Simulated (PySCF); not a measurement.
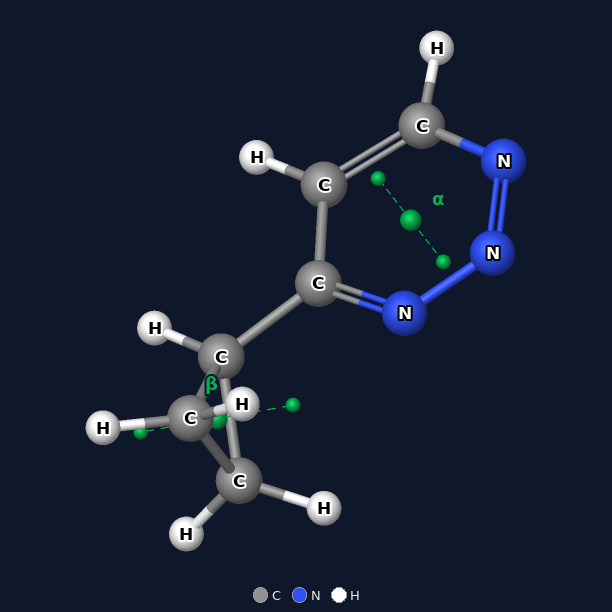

The small points mark where nucleus-independent chemical shifts (NICS) were computed: at the centre of each lettered ring and 1 Å above and below it. Geometry: an end point of a reaction path computed with GFN2-xTB. Method: GIAO PBE0/pcSseg-1 NMR shielding, non-relativistic, gas phase (PySCF 2.14.0).

Give NICS(0), NICS(1) and the out-of-plane component NICS(1)zz for each ring (means of the two sides).

```
ring  members  NICS(0)  NICS(1)  NICS(1)zz
   α     C3N3     −3.4    −10.9      −25.7
   β       C3    −43.5     −7.0      −22.4
```

Values in ppm.

Question. What do the values say about the ring currents?

Answer. Ring α: diatropic, as in an aromatic ring. NICS is one index among several.
